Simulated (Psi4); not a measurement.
# MP2/cc-pVDZ (density fitting with def2-universal-jkfit, density fitting for correlation, sweep point 1) run of GeH2ClF (SMILES [F][GeH2][Cl])

What is the vertical electron affinity of GeH2ClF at MP2/cc-pVDZ (density fitting with def2-universal-jkfit, density fitting for correlation, sweep point 1)? 

The calculation is run with Psi4 1.11.

## (1) Starting point

The species is GeH2ClF (5 atoms), meant as a singlet with charge 0. SMILES: `[F][GeH2][Cl]`. The coordinates come from a PBE0-D4/def2-TZVP relaxation.

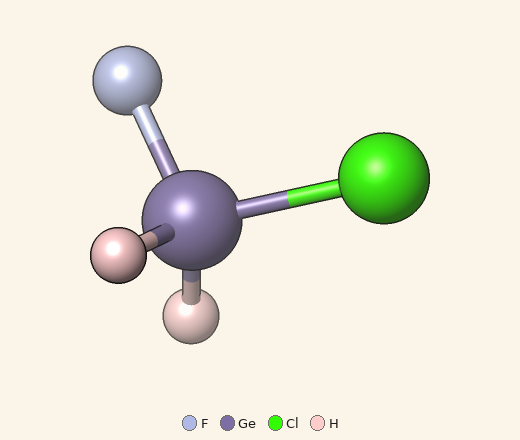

The structure, seen from a chosen angle (fluorine light blue, germanium purple, chlorine green, hydrogen pink).

## (2) A single-point energy at MP2/cc-pVDZ (density fitting with def2-universal-jkfit, density fitting for correlation, sweep point 1)

The input, calc.in:

```
memory 1.6 GB

molecule {
  0 1
  F     -0.242000    -0.508000     1.588600
  Ge     0.139900    -0.089200    -0.045500
  Cl    -1.390300     1.244900    -0.698900
  H      0.067600    -1.375500    -0.867400
  H      1.474700     0.654200    -0.018300
  units angstrom
  symmetry c1
}

set basis cc-pVDZ
set reference rhf
set puream true
set scf_type df
set num_frozen_docc 15
set df_basis_scf def2-universal-jkfit

E, wfn = energy("mp2", return_wfn=True)
```

On the command line:

```bash
$ psi4 -i calc.in -o calc.out -n 1
```

calc.out:

```text
[...]
  Running in c1 symmetry.
[...]
  Nuclear repulsion =  281.182606757185397
[...]
  Multiplicity = 1
[...]
  Nalpha       = 30
  Nbeta        = 30
[...]
    Number of basis functions: 69
[...]
   @DF-RHF iter   1: -2635.05538304985430   -3.99972e+00   1.46144e-02 ADIIS/DIIS
[...]
   @DF-RHF iter  11: -2635.51884605834948   -9.54969e-12   8.99643e-09 DIIS
[...]
    Orbital Energies [Eh]
    ---------------------
    Doubly Occupied:
       1A   -405.369130     2A   -104.834502     3A    -52.268771
       4A    -46.358315     5A    -46.357874     6A    -46.357203
       7A    -26.276640     8A    -10.562840     9A     -8.029929
      10A     -8.027216    11A     -8.027147    12A     -7.290525
      13A     -5.267404    14A     -5.265806    15A     -5.263158
      16A     -1.746632    17A     -1.736355    18A     -1.731228
      19A     -1.729310    20A     -1.728908    21A     -1.548277
      22A     -1.101296    23A     -0.769552    24A     -0.645806
      25A     -0.641783    26A     -0.621259    27A     -0.531062
      28A     -0.519005    29A     -0.475924    30A     -0.460482
[...]
  @DF-RHF Final Energy: -2635.51884605834948
   => Energetics <=
    Nuclear Repulsion Energy =            281.1826067571853969
    One-Electron Energy =               -4230.3162284810077836
    Two-Electron Energy =                1313.6147756654725072
    Total Energy =                      -2635.5188460583494816
[...]
 Multipole Moments:
 ------------------------------------------------------------------------------------
     Multipole            Electronic (a.u.)      Nuclear  (a.u.)        Total (a.u.)
 ------------------------------------------------------------------------------------
 L = 1.  Multiply by 2.5417464519 to convert [e a0] to [Debye]
 Dipole X            :          2.1257942           -1.3410865            0.7847077
 Dipole Y            :         -1.6780047            1.4129620           -0.2650427
 Dipole Z            :          0.4889235           -1.1556266           -0.6667032
 Magnitude           :                                                    1.0632530
[...]
```

It took 3.3 s on 1 thread of AMD EPYC 9R45 (Zen 5), shared host; peak memory 0.29 GiB.

## (3) The doublet anion at the same level

The input, job.dat:

```
memory 1600 MB

molecule {
  -1 2
  F     -0.242000    -0.508000     1.588600
  Ge     0.139900    -0.089200    -0.045500
  Cl    -1.390300     1.244900    -0.698900
  H      0.067600    -1.375500    -0.867400
  H      1.474700     0.654200    -0.018300
  symmetry c1
}

set {
  basis           cc-pVDZ
  reference       uhf
  puream          true
  scf_type        df
  num_frozen_docc 15
  maxiter         100
  df_basis_scf    def2-universal-jkfit
}

energy('mp2')
```

On the command line:

```bash
$ psi4 job.dat job.out -n 1
```

job.out:

```text
[...]
  Running in c1 symmetry.
[...]
  Nuclear repulsion =  281.182606757185397
[...]
  Multiplicity = 2
[...]
  Nalpha       = 31
  Nbeta        = 30
[...]
    Number of basis functions: 69
[...]
   @DF-UHF iter   1: -2634.74429627674635   -3.68863e+00   1.61238e-02 ADIIS/DIIS
[...]
   @DF-UHF iter  23: -2635.39832639250153   -1.36424e-12   3.73380e-09 DIIS
[...]
   @S^2 Observed:                7.576708685E-01
[...]
    Orbital Energies [Eh]
    ---------------------
    Alpha Occupied:
       1A   -405.090489     2A   -104.593542     3A    -51.991952
       4A    -46.080688     5A    -46.080506     6A    -46.078543
       7A    -26.011599     8A    -10.323458     9A     -7.791443
      10A     -7.787306    11A     -7.787108    12A     -7.017516
      13A     -4.992762    14A     -4.990115    15A     -4.987900
      16A     -1.473522    17A     -1.462514    18A     -1.455252
      19A     -1.453824    20A     -1.452979    21A     -1.305047
      22A     -0.876001    23A     -0.540926    24A     -0.407657
      25A     -0.396206    26A     -0.385905    27A     -0.299549
      28A     -0.298032    29A     -0.256071    30A     -0.234311
      31A      0.099581
[...]
  @DF-UHF Final Energy: -2635.39832639250153
   => Energetics <=
    Nuclear Repulsion Energy =            281.1826067571853969
    One-Electron Energy =               -4245.7018099688993971
    Two-Electron Energy =                1329.1208768192122989
    Total Energy =                      -2635.3983263925015308
  UHF NO Occupations:
  HONO-2 :   29  A 1.9989226
  HONO-1 :   30  A 1.9986276
  HONO-0 :   31  A 1.0000000
  LUNO+0 :   32  A 0.0013724
  LUNO+1 :   33  A 0.0010774
[...]
 Multipole Moments:
 ------------------------------------------------------------------------------------
     Multipole            Electronic (a.u.)      Nuclear  (a.u.)        Total (a.u.)
 ------------------------------------------------------------------------------------
 L = 1.  Multiply by 2.5417464519 to convert [e a0] to [Debye]
 Dipole X            :          1.8879928           -1.3410865            0.5469063
 Dipole Y            :         -1.5955838            1.4129620           -0.1826217
 Dipole Z            :          0.6860565           -1.1556266           -0.4695702
 Magnitude           :                                                    0.7436083
[...]
```

It took 3.6 s on 1 thread of AMD EPYC 9R45 (Zen 5), shared host; peak memory 0.3 GiB.

## (4) Outcome

At MP2/cc-pVDZ (density fitting with def2-universal-jkfit, density fitting for correlation, sweep point 1), 15 core orbitals frozen:

| quantity | value |
| --- | --- |
| singlet GeH2ClF: total energy | -2635.95485 Eh |
| singlet GeH2ClF: HOMO energy (Hartree–Fock orbitals) | -12.53 eV |
| singlet GeH2ClF: LUMO energy (Hartree–Fock orbitals) | 3.31 eV |
| singlet GeH2ClF: HOMO–LUMO gap (Hartree–Fock orbitals) | 15.84 eV |
| singlet GeH2ClF: correlation energy (15 core orbitals frozen) | -436.0 mEh |
| doublet anion: total energy | -2635.84866 Eh |
| doublet anion: HOMO energy (Hartree–Fock orbitals) (highest over α and β) | 2.71 eV |
| doublet anion: LUMO energy (Hartree–Fock orbitals) (lowest over α and β) | 8.89 eV |
| doublet anion: correlation energy (15 core orbitals frozen) | -450.3 mEh |
| doublet anion: ⟨S²⟩ of the reference determinant | 0.758 |
| vertical electron affinity (to the doublet anion) | -2.890 eV |

In words: The anion lies 2.89 eV (279 kJ/mol) above the neutral: the electron isn't bound at this level, and such a value depends on the basis. Without diffuse functions anions come out too high. The HOMO (doublet anion) lies at positive energy, 2.71 eV: the electron is unbound at this level or held by a compact basis; values depend on the basis.
